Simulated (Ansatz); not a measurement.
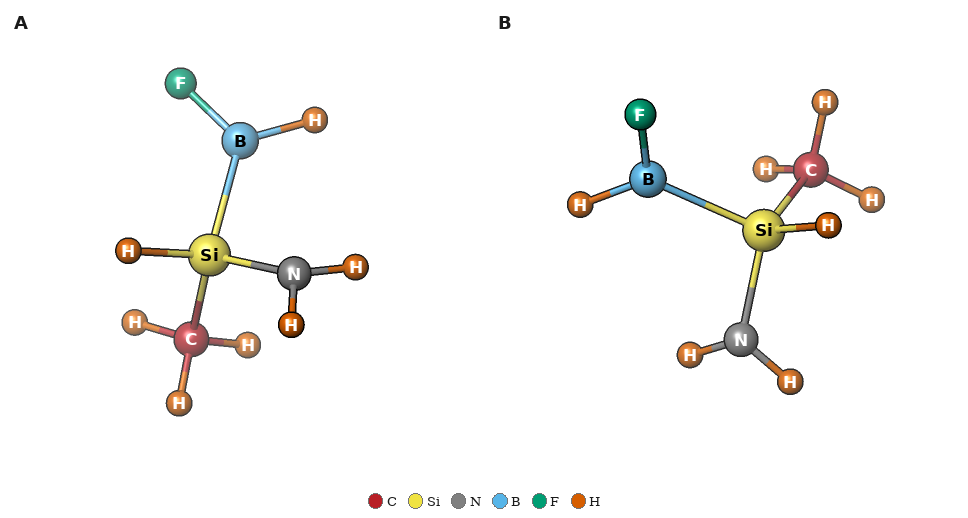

Atoms fade into the background with distance from the viewer. Computed geometry: PBE-D4/def2-SVP optimisation. No frequency run is at hand to confirm it as a minimum.

**How are A and B related: the same structure turned, mirror images, conformers, diastereomers or constitutional isomers?**

They are enantiomers, mirror images that no rotation superimposes: A is C[Si@@H](N)BF (S), B is C[Si@H](N)BF (R). Their energies are equal.
